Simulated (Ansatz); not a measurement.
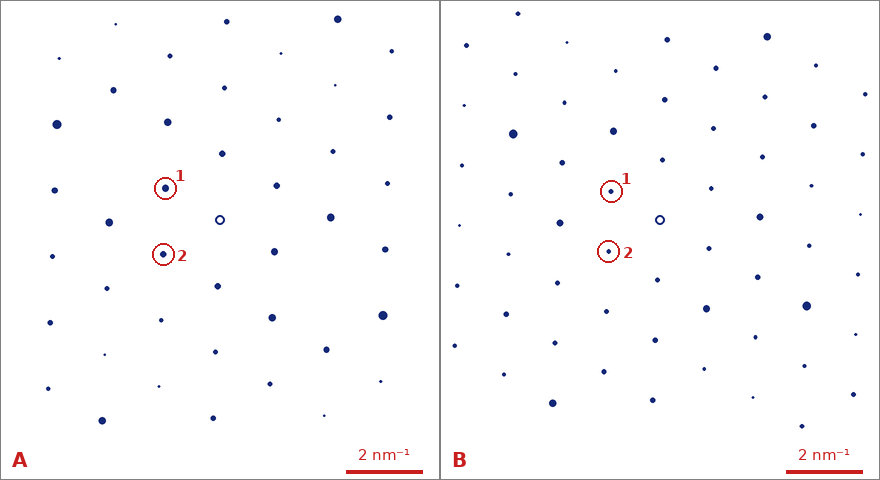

Kinematic electron diffraction patterns (120 kV, B = 0.5 Å², same scale) along [001] of the run's own cell, for the start and the end of one relaxation of Ca3Bi with DFT, PAW plane waves, r2scan in Ansatz 0.2.0. k mesh 4×4×4. The start is a generated model structure, and the relaxation ends in the nearest stationary point of its symmetry, not necessarily the ground state. Spot 1 is -1 1 0 and spot 2 is -1 0 0 in both.

Start structure:

```yaml
crystal:
  lattice:
    - [3.49044, 6.03231, 0.00000]
    - [3.49044, -6.03231, 0.00000]
    - [2.32925, 0.00000, -6.17070]
  atoms:
    - { symbol: Ca, position: [0.22400, 0.22400, 0.79800] }
    - { symbol: Ca, position: [0.77600, 0.77600, 0.20200] }
    - { symbol: Ca, position: [0.96200, 0.60000, 0.73600] }
    - { symbol: Ca, position: [0.40000, 0.03800, 0.26400] }
    - { symbol: Ca, position: [0.03800, 0.40000, 0.26400] }
    - { symbol: Ca, position: [0.60000, 0.96200, 0.73600] }
    - { symbol: Bi, position: [0.17500, 0.82500, 0.00000] }
    - { symbol: Bi, position: [0.82500, 0.17500, 0.00000] }
```

**Which pattern belongs to the start structure, and which to the relaxed one?**

A is the start: its cell gives d(1) = 6.032 Å, d(2) = 5.744 Å and an angle of 61.6°. B is the relaxed structure, with d(1) = 6.698 Å (+11.0 %), d(2) = 6.313 Å (+9.9 %) and 61.9°.

**Name reflections whose intensity changes strongly on relaxation.**

2 -2 0 comes into sight; 2 1 0 goes from 0.083 to 12 % of the strongest spot; 1 -1 0 goes from 46 to 8.4 % of the strongest spot; 2 -3 0 goes from 24 to 5.1 % of the strongest spot.

**Summarise the relaxation behind the change.**

The volume changed by +28.8 % to 41.83 Å³ an atom; with the mean shift removed, the atoms moved by up to 0.43 Å relative to the cell (Ca most); the space group stayed C2/m (No. 12); the free energy fell by 770 meV an atom. Relaxed cell: a = 7.719 Å, b = 7.719 Å, c = 6.980 Å, α = 79.70°, β = 79.70°, γ = 120.40°.
